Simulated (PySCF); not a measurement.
C$_{4}$H$_{21}$ClOSi$_{6}$

Input file:

```
{"job": {"xc": "CAM-B3LYP", "basis": "6-31G*", "kind": "nmr", "pop": true}, "charge": 0, "multiplicity": 1}
C      4.972529     0.685460    -1.480176
Si     4.563990     0.853385     0.372871
O      4.906114    -0.537294     1.165833
Si     2.285805     0.974359     0.757876
Si     1.012626    -0.822256    -0.022456
Cl     0.866347    -0.544763    -2.088915
Si    -1.192277    -1.321329     0.605962
Si    -1.938807    -3.391702    -0.180453
Si    -2.640358     0.461702     0.086621
C     -4.177181     0.474851     1.223953
C     -3.235413     0.303216    -1.721114
C     -1.736874     2.136030     0.270745
H      4.737548     1.597351    -2.019980
H      6.024084     0.468466    -1.654474
H      4.396284    -0.116541    -1.935360
H      5.453940     1.908432     0.897785
H      5.760653    -0.957493     1.115618
H      1.967895     1.104634     2.192119
H      1.765900     2.230496     0.182055
H      1.841825    -2.044129     0.025191
H     -1.106936    -1.431063     2.087244
H     -1.908545    -3.448183    -1.643811
H     -3.324540    -3.686023     0.206213
H     -1.143262    -4.529266     0.291670
H     -4.742297    -0.447342     1.127836
H     -4.850359     1.296110     0.994162
H     -3.887443     0.571490     2.265631
H     -3.799103    -0.612464    -1.875455
H     -3.870651     1.132839    -2.018655
H     -2.388397     0.282994    -2.400408
H     -0.918025     2.208982    -0.438861
H     -1.314508     2.249987     1.264819
H     -2.397502     2.980886     0.095564
```

Launched as:

```sh
OMP_NUM_THREADS=1 python ens_run.py task.json out
```

Geometry: GFN2-xTB.

Theory: CAM-B3LYP/6-31G*, SCF density, gas phase, non-relativistic in PySCF.

> What will maps of the electron density and electron localisation function show?

C–Si (1.90 Å): ρ is about 0.94 e/Å³ halfway; the ELF peaks at about 0.95 between the atoms (a covalent bond).

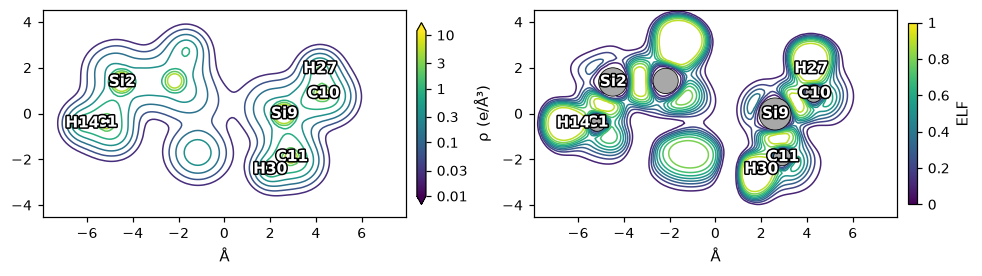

Computed electron density and electron localisation function on the plane of atoms Si9, C11 and H30, in this order. Grey discs cover the atomic cores in the ELF map. 
